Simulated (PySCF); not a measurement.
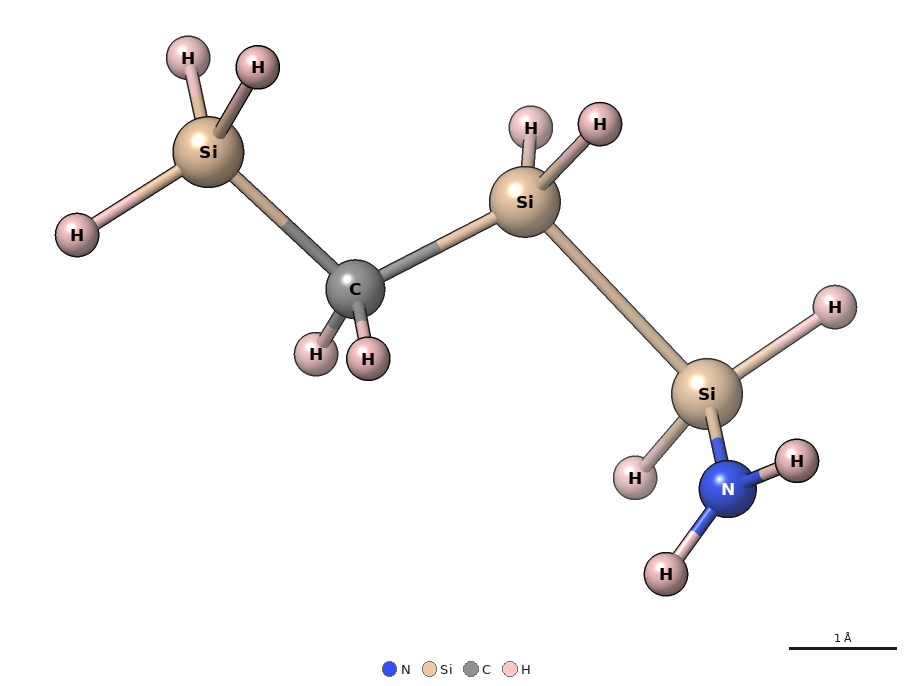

Depth is shown by fading: the farther an atom, the more it takes the colour of the background. Charge +1, doublet. Computed geometry: PBE0-D3(BJ)/def2-SVP optimisation. No frequency run is at hand to confirm it as a minimum. Masses are those of the most abundant isotopes; constants are for the rigid equilibrium geometry.

### What kind of rotor is it, and what are its rotational constants in GHz?

An asymmetric top (C1): A = 5.76, B = 0.821, C = 0.770 GHz. Ray's parameter κ is −0.98, close to the prolate limit.
